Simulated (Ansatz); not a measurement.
Geometry relaxation of CH$_{9}$NOSSi$_{2}$ (part 1 of 2)

The run: geometry relaxation of CH$_{9}$NOSSi$_{2}$. Method and program: RKS CAM-B3LYP-D4/STO-3G (Ansatz 0.2.0).

It belongs to a series of runs on one base structure; here: end point B relaxed. Figures and captions count atoms from 1; the log counts them from 0 in places.

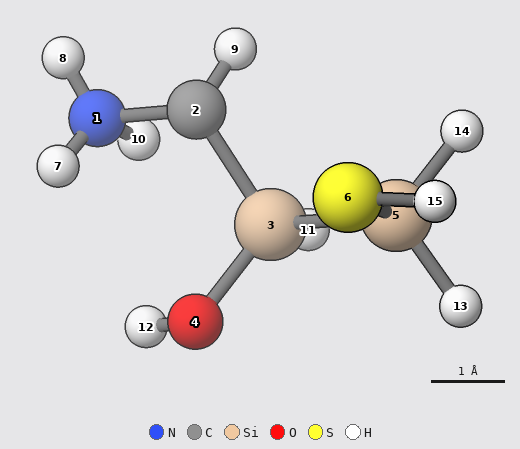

Fig. 1: The structure as given in the input (ball-and-stick view, seen at a tilt; atoms are numbered from 1 in the order of the input).

**The input**
```yaml
crystal:
  periodic: [false, false, false]
  atoms:
    - { symbol: "N", position_ang: [1.6357, -1.8006, -1.0658] }
    - { symbol: C, position_ang: [0.6504, -1.2692, -0.0521] }
    - { symbol: Si, position_ang: [-0.5204, 0.0405, -0.789] }
    - { symbol: O, position_ang: [0.4105, 1.0683, -1.817] }
    - { symbol: Si, position_ang: [-1.4887, 1.1587, 0.9706] }
    - { symbol: S, position_ang: [-0.0297, 2.0707, 2.2883] }
    - { symbol: H, position_ang: [2.3043, -1.0263, -1.2731] }
    - { symbol: H, position_ang: [2.1634, -2.5166, -0.6989] }
    - { symbol: H, position_ang: [0.0643, -2.0883, 0.3676] }
    - { symbol: H, position_ang: [0.7563, -1.95857, -1.59806] }
    - { symbol: H, position_ang: [-1.5481, -0.6223, -1.5725] }
    - { symbol: H, position_ang: [0.7662, 0.6151, -2.5538] }
    - { symbol: H, position_ang: [-2.4411, 2.2743, 0.4947] }
    - { symbol: H, position_ang: [-2.3194, 0.2356, 1.8299] }
    - { symbol: H, position_ang: [-0.9038, 2.6694, 3.0915] }
basis:
  gaussian: { orbitals: STO-3G }
hamiltonian:
  xc: cam_b3lyp
  dispersion: d4
relax:
  f_tol: 0.02
  max_steps: 50
output:
  orbitals: {}
```

Run on 1 thread of Intel Xeon (Sapphire Rapids), 64 GiB of memory available, shared host.

Launched with:
```bash
ansatz run input.yaml --threads 1 --pin off --max-ram 2048MiB --backend cpu --events-out ev --progress --plain --runs-dir out
```

**The program's output**
```
The last accepted step is kept in [file] (removed where the run ends without a failure and the disk answers)
Engine: ansatz 0.2.0, x86_64-unknown-linux-gnu
Functional definition: CAM-B3LYP
  parameter alpha = 0.19
  parameter beta = 0.46
  parameter omega = 0.33/bohr
  parameter ac = 0.81
  exchange = (1 - alpha - beta)*b88_x + beta*b88_x_sr(omega) + alpha*exact_x + beta*exact_x_lr(omega)
  correlation = (1 - ac)*vwn5_c + ac*lyp_c
698 factors; integrals over basis functions are off by at most 1.3e-5 eV
291 factors; integrals over basis functions are off by at most 5.5e-7 eV
mean field evaluation 1: about -30933.1432 eV, gradient 3.5e1 eV
mean field evaluation 2: about -30935.4037 eV, gradient 2.6e1 eV
mean field evaluation 4: about -30937.5697 eV, gradient 7.5e-1 eV
mean field evaluation 8: about -30937.5395 eV, gradient 2.4e-2 eV
mean field -30937.53951650 eV, -1136.9336070139 hartree, gradient 2.1e-5 eV, S^2 0.000000; 0 other end points of the search recorded, 0 dependent functions left out
the calculation of the forces begins
reference -30937.53963648 eV, -1136.9336114232 hartree; 37, 37 occupied and 14, 14 virtual orbitals, 698 factors
relax step   1: F+E_penalty+E_count = -30937.88904947 eV  Δ(F+E_penalty+E_count) = +0.000e0 eV  max|allowed force component| = 4.490e0 eV/Å  Δτ_max = 0.0000 Å  (24 SCF iters, accepted)
these checks for a lower state are left out or cut short: starts, cluster_reference, orbital_swaps, neighbouring_geometries, increment
698 factors; integrals over basis functions are off by at most 1.3e-5 eV
291 factors; integrals over basis functions are off by at most 6.4e-7 eV
mean field evaluation 16: about -30938.4865 eV, gradient 8.8e0 eV
mean field -30938.92193611 eV, -1136.9844099976 hartree, gradient 3.0e-5 eV, S^2 0.000000; 0 other end points of the search recorded, 0 dependent functions left out
[... from here on the field's lines of each further geometry are left out, up to the last ...]
relax step   2: F+E_penalty+E_count = -30939.27767990 eV  Δ(F+E_penalty+E_count) = -1.389e0 eV  max|allowed force component| = 2.062e0 eV/Å  Δτ_max = 0.1945 Å  (27 SCF iters, accepted)
relax step   3: F+E_penalty+E_count = -30939.85968552 eV  Δ(F+E_penalty+E_count) = -5.820e-1 eV  max|allowed force component| = 1.484e0 eV/Å  Δτ_max = 0.1948 Å  (33 SCF iters, accepted)
relax step   4: F+E_penalty+E_count = -30940.10679907 eV  Δ(F+E_penalty+E_count) = -2.471e-1 eV  max|allowed force component| = 9.953e-1 eV/Å  Δτ_max = 0.2000 Å  (27 SCF iters, accepted)
relax step   5: F+E_penalty+E_count = -30940.22290394 eV  Δ(F+E_penalty+E_count) = -1.161e-1 eV  max|allowed force component| = 9.918e-1 eV/Å  Δτ_max = 0.1922 Å  (26 SCF iters, accepted)
relax step   6: F+E_penalty+E_count = -30940.31958180 eV  Δ(F+E_penalty+E_count) = -9.668e-2 eV  max|allowed force component| = 4.448e-1 eV/Å  Δτ_max = 0.2000 Å  (26 SCF iters, accepted)
relax step   7: F+E_penalty+E_count = -30940.35663879 eV  Δ(F+E_penalty+E_count) = -3.706e-2 eV  max|allowed force component| = 3.100e-1 eV/Å  Δτ_max = 0.1999 Å  (31 SCF iters, accepted)
relax step   8: F+E_penalty+E_count = -30940.30533374 eV  Δ(F+E_penalty+E_count) = +5.131e-2 eV  max|allowed force component| = 2.572e0 eV/Å  Δτ_max = 0.1953 Å  (32 SCF iters, rejected (line search))
relax step   9: F+E_penalty+E_count = -30940.39033880 eV  Δ(F+E_penalty+E_count) = -3.370e-2 eV  max|allowed force component| = 2.522e-1 eV/Å  Δτ_max = 0.0976 Å  (26 SCF iters, accepted)
relax step  10: F+E_penalty+E_count = -30940.43147953 eV  Δ(F+E_penalty+E_count) = -4.114e-2 eV  max|allowed force component| = 3.804e-1 eV/Å  Δτ_max = 0.0963 Å  (26 SCF iters, accepted)
relax step  11: F+E_penalty+E_count = -30940.48920296 eV  Δ(F+E_penalty+E_count) = -5.772e-2 eV  max|allowed force component| = 1.035e0 eV/Å  Δτ_max = 0.1482 Å  (33 SCF iters, accepted)
relax step  12: F+E_penalty+E_count = -30940.59118221 eV  Δ(F+E_penalty+E_count) = -1.020e-1 eV  max|allowed force component| = 1.940e0 eV/Å  Δτ_max = 0.1921 Å  (33 SCF iters, accepted)
relax step  13: F+E_penalty+E_count = -30940.89115392 eV  Δ(F+E_penalty+E_count) = -3.000e-1 eV  max|allowed force component| = 1.441e0 eV/Å  Δτ_max = 0.1963 Å  (26 SCF iters, accepted)
relax step  14: F+E_penalty+E_count = -30941.22234160 eV  Δ(F+E_penalty+E_count) = -3.312e-1 eV  max|allowed force component| = 8.453e-1 eV/Å  Δτ_max = 0.1906 Å  (26 SCF iters, accepted)
relax step  15: F+E_penalty+E_count = -30941.30155842 eV  Δ(F+E_penalty+E_count) = -7.922e-2 eV  max|allowed force component| = 9.584e-1 eV/Å  Δτ_max = 0.1930 Å  (26 SCF iters, accepted)
relax step  16: F+E_penalty+E_count = -30941.37522991 eV  Δ(F+E_penalty+E_count) = -7.367e-2 eV  max|allowed force component| = 1.404e0 eV/Å  Δτ_max = 0.2000 Å  (27 SCF iters, accepted)
relax step  17: F+E_penalty+E_count = -30941.46753194 eV  Δ(F+E_penalty+E_count) = -9.230e-2 eV  max|allowed force component| = 3.863e-1 eV/Å  Δτ_max = 0.1274 Å  (26 SCF iters, accepted)
relax step  18: F+E_penalty+E_count = -30941.44694015 eV  Δ(F+E_penalty+E_count) = +2.059e-2 eV  max|allowed force component| = 1.162e0 eV/Å  Δτ_max = 0.2000 Å  (27 SCF iters, rejected (line search))
relax step  19: F+E_penalty+E_count = -30941.50582021 eV  Δ(F+E_penalty+E_count) = -3.829e-2 eV  max|allowed force component| = 2.549e-1 eV/Å  Δτ_max = 0.0920 Å  (26 SCF iters, accepted)
relax step  20: F+E_penalty+E_count = -30941.51899807 eV  Δ(F+E_penalty+E_count) = -1.318e-2 eV  max|allowed force component| = 5.453e-1 eV/Å  Δτ_max = 0.0871 Å  (26 SCF iters, accepted)
relax step  21: F+E_penalty+E_count = -30941.51576945 eV  Δ(F+E_penalty+E_count) = +3.229e-3 eV  max|allowed force component| = 1.189e0 eV/Å  Δτ_max = 0.1188 Å  (25 SCF iters, rejected (line search))
relax step  22: F+E_penalty+E_count = -30941.53862370 eV  Δ(F+E_penalty+E_count) = -1.963e-2 eV  max|allowed force component| = 1.936e-1 eV/Å  Δτ_max = 0.0584 Å  (27 SCF iters, accepted)
relax step  23: F+E_penalty+E_count = -30941.55142546 eV  Δ(F+E_penalty+E_count) = -1.280e-2 eV  max|allowed force component| = 1.519e-1 eV/Å  Δτ_max = 0.0750 Å  (27 SCF iters, accepted)
relax step  24: F+E_penalty+E_count = -30941.55717872 eV  Δ(F+E_penalty+E_count) = -5.753e-3 eV  max|allowed force component| = 5.484e-1 eV/Å  Δτ_max = 0.1096 Å  (27 SCF iters, accepted)
relax step  25: F+E_penalty+E_count = -30941.56095455 eV  Δ(F+E_penalty+E_count) = -3.776e-3 eV  max|allowed force component| = 7.933e-2 eV/Å  Δτ_max = 0.0285 Å  (28 SCF iters, accepted)
relax step  26: F+E_penalty+E_count = -30941.56220336 eV  Δ(F+E_penalty+E_count) = -1.249e-3 eV  max|allowed force component| = 6.620e-2 eV/Å  Δτ_max = 0.0311 Å  (28 SCF iters, accepted)
relax step  27: F+E_penalty+E_count = -30941.56273985 eV  Δ(F+E_penalty+E_count) = -5.365e-4 eV  max|allowed force component| = 1.590e-1 eV/Å  Δτ_max = 0.0501 Å  (27 SCF iters, accepted)
relax step  28: F+E_penalty+E_count = -30941.56324628 eV  Δ(F+E_penalty+E_count) = -5.064e-4 eV  max|allowed force component| = 5.387e-2 eV/Å  Δτ_max = 0.0076 Å  (22 SCF iters, accepted)
relax step  29: F+E_penalty+E_count = -30941.56327469 eV  Δ(F+E_penalty+E_count) = -2.841e-5 eV  max|allowed force component| = 4.948e-2 eV/Å  Δτ_max = 0.0087 Å  (22 SCF iters, accepted)
the calculation of the forces begins
reference -30941.20975061 eV, -1137.0684856297 hartree; 37, 37 occupied and 14, 14 virtual orbitals, 701 factors
relax step  30: F+E_penalty+E_count = -30941.56344597 eV  Δ(F+E_penalty+E_count) = -1.713e-4 eV  max|allowed force component| = 1.609e-2 eV/Å  Δτ_max = 0.0051 Å  (22 SCF iters, accepted)
701 factors; integrals over basis functions are off by at most 2.8e-5 eV
291 factors; integrals over basis functions are off by at most 6.6e-7 eV
mean field evaluation 224: about -30938.9037 eV, gradient 2.7e1 eV
```

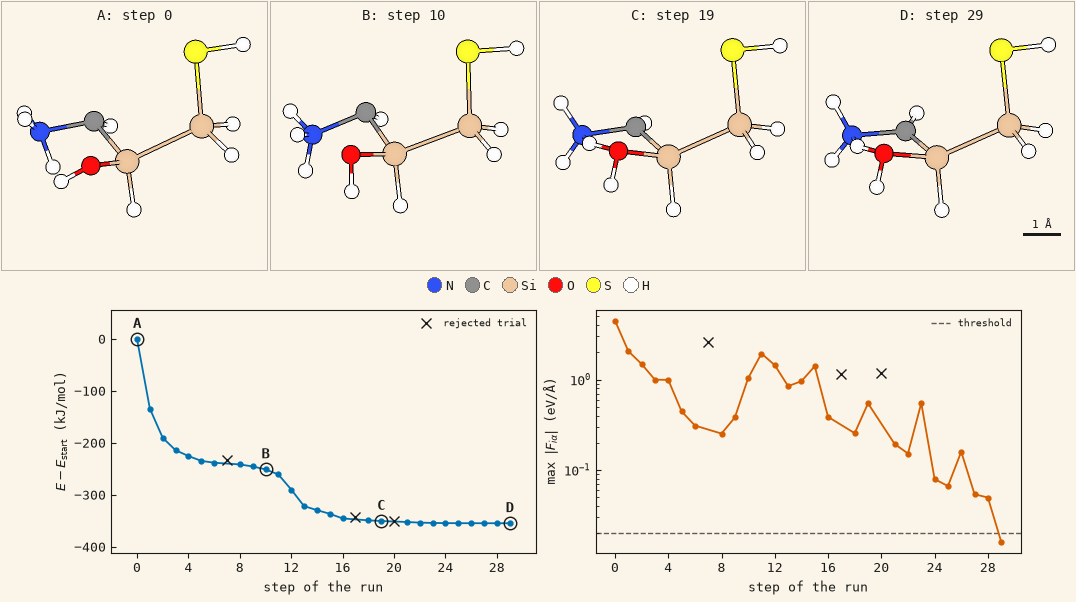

Fig. 2: Frames of the relaxation (ball-and-stick view, seen at a tilt) above the curves, on which the letters mark them (the first geometry is step 0 here and step 1 in the log).

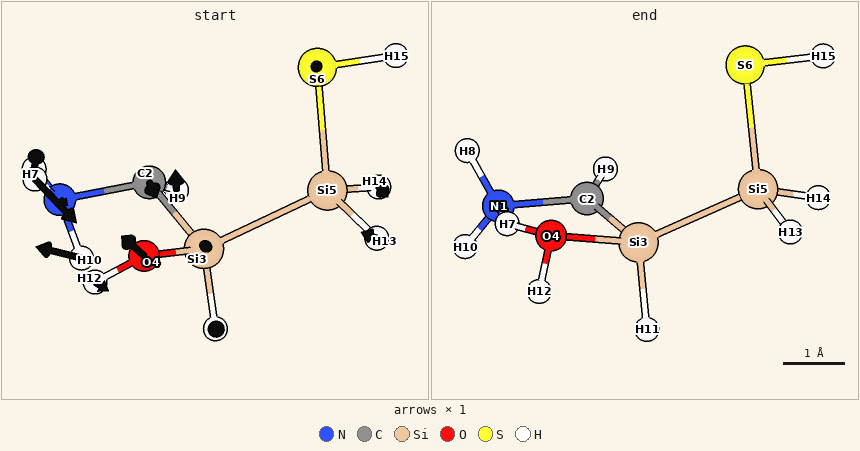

Fig. 3: Before (left) and after (right) the relaxation, at one scale (ball-and-stick view, seen at a tilt). The black arrows give the displacements, at true length. Over 29 geometry steps the energy falls by 354.5 kJ/mol. The largest force component goes from 4.5 to 0.016 eV/Å. The line search rejected the trial steps at points 7, 17, 20 (counted from 0) and went back. H7 moves most after the best rigid fit: 1.07 Å. Largest moves by element: H 1.07 Å, O 0.74 Å, C 0.41 Å, Si 0.27 Å, S 0.21 Å, N 0.18 Å. Among the contacts that change: O4–H7 2.876 → 1.216 Å, N1–H7 1.044 → 1.249 Å, C2–Si3 1.905 → 1.729 Å, Si5–H13 1.542 → 1.445 Å. Among the angles that change: C2–N1–H10 81.1° → 117.4°, Si3–C2–H9 109.6° → 134.0°, H8–N1–H10 123.1° → 104.7°. (Atoms are counted from 1 in the order of the input.)

```
mean field -30941.20963172 eV, -1137.0684812604 hartree, gradient 8.1e-6 eV, S^2 0.000000; 1 other end points of the search recorded, 0 dependent functions left out
the calculation of the forces begins
reference -30941.20975061 eV, -1137.0684856297 hartree; 37, 37 occupied and 14, 14 virtual orbitals, 701 factors
Total energy: -30941.56356487 eV, -1137.0814880639 hartree
Atom 0 at     1.478591    -1.734691    -1.072941 Å, force     0.002523     0.000317    -0.000713 eV/Å
Atom 1 at     0.358644    -1.534915    -0.101197 Å, force    -0.001650     0.016089    -0.014170 eV/Å
Atom 2 at    -0.554549    -0.151751    -0.593952 Å, force    -0.001734    -0.014430     0.002355 eV/Å
Atom 3 at     0.812030     0.484484    -1.615993 Å, force     0.002136     0.008232    -0.004082 eV/Å
Atom 4 at    -1.485991     1.178749     0.984532 Å, force     0.004705     0.004423     0.008226 eV/Å
Atom 5 at    -0.009811     1.901831     2.335852 Å, force     0.000275     0.000340     0.004196 eV/Å
Atom 6 at     1.363616    -0.598233    -1.578852 Å, force    -0.003179    -0.004657     0.004209 eV/Å
Atom 7 at     2.420159    -1.824830    -0.609761 Å, force    -0.003715    -0.001685    -0.001418 eV/Å
Atom 8 at     0.279384    -2.231058     0.716820 Å, force     0.002774    -0.007366     0.008438 eV/Å
Atom 9 at     1.417055    -2.572116    -1.723736 Å, force    -0.000691     0.004576     0.005241 eV/Å
Atom 10 at    -1.494522    -0.119076    -1.716466 Å, force    -0.004841    -0.001463    -0.002530 eV/Å
Atom 11 at     0.466067     0.628951    -2.556423 Å, force     0.004828    -0.000733    -0.004408 eV/Å
Atom 12 at    -2.164037     2.303994     0.383857 Å, force     0.001529    -0.002243    -0.004494 eV/Å
Atom 13 at    -2.506084     0.469267     1.721442 Å, force    -0.002991     0.000411    -0.000629 eV/Å
Atom 14 at    -0.880650     2.650124     3.049157 Å, force     0.000030    -0.001812    -0.000221 eV/Å
Dipole moment:     0.195676    -0.121521    -0.665348 e Å
```

**Trajectory as extended XYZ (Å, eV, eV/Å), 15 of the 30 frames kept, from step=1 to step=30**
```
15
Properties=species:S:1:pos:R:3:forces:R:3 step=1 energy=-30937.88905
N     1.6357   -1.8006   -1.0658   -0.9901   3.0473  -2.6937
C     0.6504   -1.2692   -0.0521   -3.5064   3.5716   3.3758
Si   -0.5204    0.0405   -0.7890    2.0490  -1.6898   0.7144
O     0.4105    1.0683   -1.8170   -2.2606   3.3369   4.4488
Si   -1.4887    1.1587    0.9706   -1.3470   1.0013   0.2786
S    -0.0297    2.0707    2.2883    0.3723  -0.6749  -1.0224
H     2.3043   -1.0263   -1.2731   -0.0942   0.2515  -0.8948
H     2.1634   -2.5166   -0.6989    2.4408  -4.4903   1.6947
H     0.0643   -2.0883    0.3676    0.4693  -0.6227  -0.2915
H     0.7563   -1.9586   -1.5981    0.6372  -0.6588  -1.4084
H    -1.5481   -0.6223   -1.5725   -0.5021   0.4192  -0.3135
H     0.7662    0.6151   -2.5538    1.5311  -3.0266  -3.8343
H    -2.4411    2.2743    0.4947    1.1837  -1.5506   0.6394
H    -2.3194    0.2356    1.8299    0.7217   0.8308  -1.0282
H    -0.9038    2.6694    3.0915   -0.7046   0.2550   0.3353
15
Properties=species:S:1:pos:R:3:forces:R:3 step=3 energy=-30939.85969
N     1.6067   -1.8047   -1.0267   -0.9566   0.0682   0.2257
C     0.6335   -1.1925    0.1485    1.1362  -0.2587   0.6625
Si   -0.4877   -0.0106   -0.6929   -0.9750   0.4603  -0.4453
O     0.3605    1.1724   -1.6326    0.5125  -0.3728  -0.8445
Si   -1.4724    1.1764    0.9318    0.3030  -0.4129   0.3087
S    -0.0312    2.0705    2.1974   -0.1741   0.3739   0.5681
H     2.2742   -1.0721   -1.3984   -0.3798  -0.1663  -0.0770
H     2.2007   -2.6143   -0.6671   -0.6333   0.3703  -0.4086
H     0.1302   -2.1474    0.4096   -0.2365   0.1948  -0.0259
H     0.8981   -2.0979   -1.7635    1.4837  -0.5456  -0.4367
H    -1.6076   -0.4546   -1.5681    0.5378  -0.0841   0.1729
H     0.6064    0.7005   -2.5273   -0.3302   0.2996   0.8441
H    -2.3586    2.1803    0.4730   -0.4530   0.5340  -0.3799
H    -2.3021    0.3001    1.7003   -0.2136  -0.1931   0.2548
H    -0.9510    2.6445    3.0383    0.3790  -0.2674  -0.4189
15
Properties=species:S:1:pos:R:3:forces:R:3 step=5 energy=-30940.22290
N     1.5138   -1.8601   -1.0848    0.1776  -0.0781  -0.6043
C     0.7291   -1.1344    0.1875    0.8819  -0.5469  -0.8425
Si   -0.4351    0.0568   -0.6307   -0.4600   0.1953  -0.2722
O     0.4594    1.1674   -1.6170    0.2200  -0.2888  -0.5894
Si   -1.4812    1.2186    0.9841    0.1883  -0.1343  -0.1228
S    -0.0810    2.0592    2.3469   -0.4475   0.1197   0.1273
H     2.0588   -1.0992   -1.5976   -0.1667  -0.3810   0.3180
H     2.2537   -2.5213   -0.6856   -0.4676   0.4421  -0.2465
H     0.1554   -2.0280    0.4701   -0.5227  -0.3364   0.5120
H     1.0358   -2.4401   -1.8958    0.3611   0.6171   0.9918
H    -1.4649   -0.4581   -1.5396    0.0973  -0.0855   0.1072
H     0.5384    0.6598   -2.5151   -0.0837   0.3793   0.5369
H    -2.3154    2.2555    0.4368   -0.0519   0.1288  -0.0187
H    -2.3863    0.3475    1.6895   -0.0442  -0.0261   0.0919
H    -1.0805    2.6271    3.0736    0.3180  -0.0050   0.0114
```
